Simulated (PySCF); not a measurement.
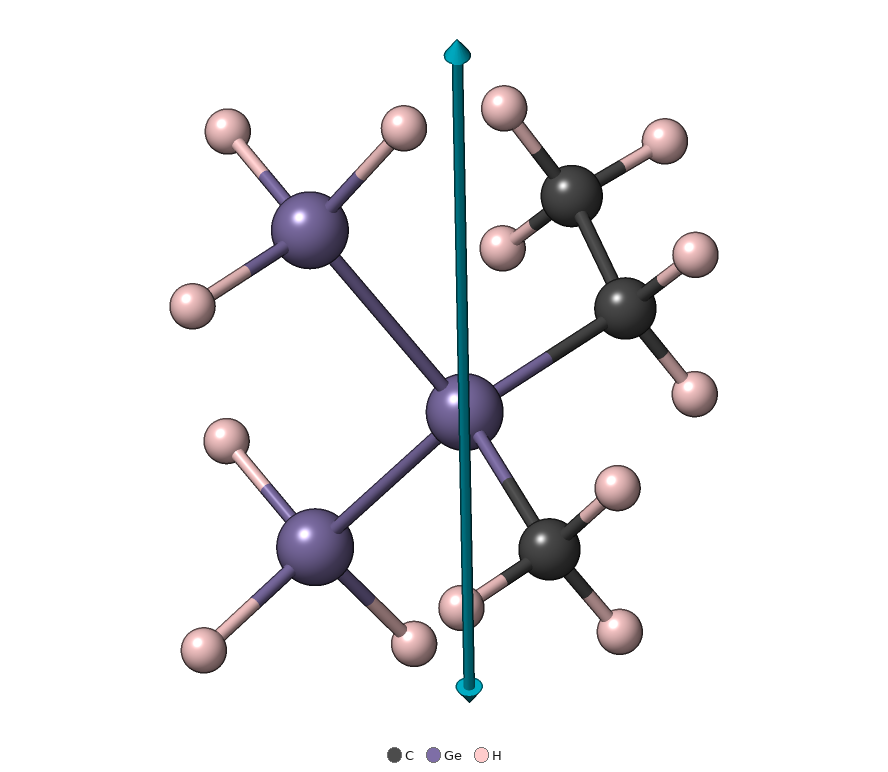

The double arrow shows the direction of the transition dipole to excited singlet state 1 (its length means nothing). The computed structure is the end point of a PBE0-D3(BJ)/def2-SVP optimisation. No frequency run is at hand to confirm it as a minimum. Properties computed with TDDFT PBE0/def2-SVPD, vertical, gas phase, core orbitals frozen in the response (PySCF 2.14.0).

### Where does the transition lie, and how strong is it?

6.45 eV (192 nm), oscillator strength 0.23, mainly HOMO → LUMO (weight 0.67); transition dipole 3.06 D.
